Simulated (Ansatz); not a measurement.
**Run report: C3H3F5 (charge +3), single-point calculation**

C3H3F5, charge +3, multiplicity 2, computed with UKS revPBE0/6-31G (Ansatz 0.2.0).

Some settings of this run were made unusual or wrong on purpose. The geometry comes from this level: PBE0-D4/def2-TZVP.

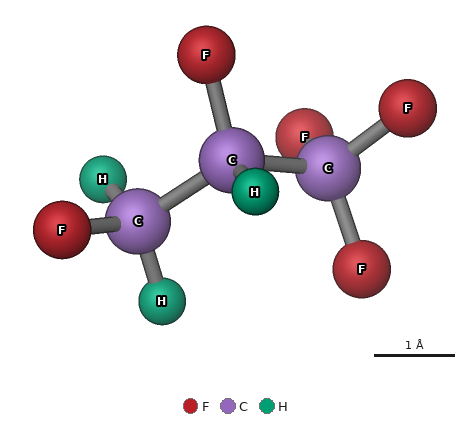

**Figure 1.** The input geometry (ball-and-stick view, seen at a tilt).

## Input file
```yaml
crystal:
  periodic: [false, false, false]
  atoms:
    - {symbol: F, position_ang: [-0.899918, -2.106039, -0.801764]}
    - {symbol: C, position_ang: [-0.166859, -0.945643, -0.855288]}
    - {symbol: C, position_ang: [-0.435574, -0.134899, 0.387446]}
    - {symbol: F, position_ang: [-1.695354, 0.399404, 0.341759]}
    - {symbol: C, position_ang: [0.559047, 1.008945, 0.545241]}
    - {symbol: F, position_ang: [0.256663, 1.766139, 1.594020]}
    - {symbol: F, position_ang: [0.587654, 1.792588, -0.535017]}
    - {symbol: F, position_ang: [1.790052, 0.516250, 0.728688]}
    - {symbol: H, position_ang: [-0.466248, -0.381757, -1.742084]}
    - {symbol: H, position_ang: [0.893769, -1.202875, -0.918496]}
    - {symbol: H, position_ang: [-0.358031, -0.769112, 1.276297]}
basis:
  gaussian: {orbitals: 6-31G}
total_charge: 3
magnetization: {spin_polarized: true, initial_magnetization: 1}
hamiltonian: {xc: {name: revPBE0}, pseudopotentials: {relativity: none}}
accuracy: high
scf: {lower_state_search: off}
output: {forces: true}
```

Launched with:
```bash
ansatz run in.yaml --threads 4 --pin off --events-out ev --progress --plain --max-ram 11315MiB
```

## What the program printed
```
Functional definition: revPBE0
  name "revPBE0"
  cite "Zhang & Yang, Phys. Rev. Lett. 80, 890 (1998) doi:10.1103/PhysRevLett.80.890"
  cite "Adamo & Barone, J. Chem. Phys. 110, 6158 (1999) doi:10.1063/1.478522"
  cite "Perdew, Burke & Ernzerhof, Phys. Rev. Lett. 77, 3865 (1996) doi:10.1103/PhysRevLett.77.3865"
  parameter a = 0.25
  parameter kappa = 1.245
  parameter beta = 0.06672455060314922
  exchange = (1 - a)*pbe_x(kappa = kappa, mu = beta*pi^2/3) + a*exact_x
  correlation = pbe_c(beta = beta)
these checks for a lower state are left out or cut short: stability, starts, cluster_reference, orbital_swaps, neighbouring_geometries, increment
1946 factors; integrals over basis functions are off by at most 3.6e-9 eV
mean field evaluation 1: about -16646.2087 eV, gradient 7.4e1 eV
mean field evaluation 2: about -16216.9141 eV, gradient 2.8e2 eV
mean field evaluation 4: about -16628.6919 eV, gradient 8.7e1 eV
mean field evaluation 8: about -16669.3716 eV, gradient 2.6e1 eV
mean field evaluation 16: about -16673.6659 eV, gradient 1.8e-1 eV
mean field -16673.66785695 eV, -612.7459919251 hartree, gradient 9.8e-8 eV, S^2 1.762728; 0 other end points of the search recorded, 0 dependent functions left out
the calculation of the forces begins
reference -16673.66785858 eV, -612.7459919848 hartree; 32, 31 occupied and 46, 47 virtual orbitals, 1946 factors
Total energy: -16673.66785858 eV, -612.7459919848 hartree
Atom 0 at    -0.899918    -2.106039    -0.801764 Å, force    -0.274479    -1.065938    -0.751302 eV/Å
Atom 1 at    -0.166859    -0.945643    -0.855288 Å, force    -1.175134    -1.355604     1.206212 eV/Å
Atom 2 at    -0.435574    -0.134899     0.387446 Å, force     0.177821     1.557416    -0.692980 eV/Å
Atom 3 at    -1.695354     0.399404     0.341759 Å, force    -1.570078     0.210772     0.427978 eV/Å
Atom 4 at     0.559047     1.008945     0.545241 Å, force    -0.167226    -0.888447    -0.310961 eV/Å
Atom 5 at     0.256663     1.766139     1.594020 Å, force    -0.414626     2.272662     2.680634 eV/Å
Atom 6 at     0.587654     1.792588    -0.535017 Å, force     0.070114     1.668934    -1.767841 eV/Å
Atom 7 at     1.790052     0.516250     0.728688 Å, force     2.233868    -0.590286     0.559020 eV/Å
Atom 8 at    -0.466248    -0.381757    -1.742084 Å, force    -0.160210     0.333919    -2.122547 eV/Å
Atom 9 at     0.893769    -1.202875    -0.918496 Å, force     1.554463    -0.761779    -0.913719 eV/Å
Atom 10 at    -0.358031    -0.769112     1.276297 Å, force    -0.274513    -1.381649     1.685507 eV/Å
Dipole moment:    -0.231553    -1.149977    -0.481735 e Å
Checks for a lower state left out: stability, starts, cluster_reference, orbital_swaps, neighbouring_geometries, increment
```

## What the run reported

| quantity | value |
| --- | --- |
| outcome | converged |
| total energy | −16673.6679 eV |
| ⟨S²⟩ | 1.763 |
| largest force (length of the vector) | 3.539 eV/Å |
| hardware | 4 threads of Arm Neoverse V2, 23 GiB of memory available, shared host |
| wall time | 5.5 s (CPU time 19 s) |
| peak memory | 0.34 GiB |

This input holds a deliberate fault: charge. The run converged all the same; its numbers are those of the faulty input and shouldn't be used. ⟨S²⟩ is 1.76 against 0.75 for a pure state: the solution is spin-contaminated.
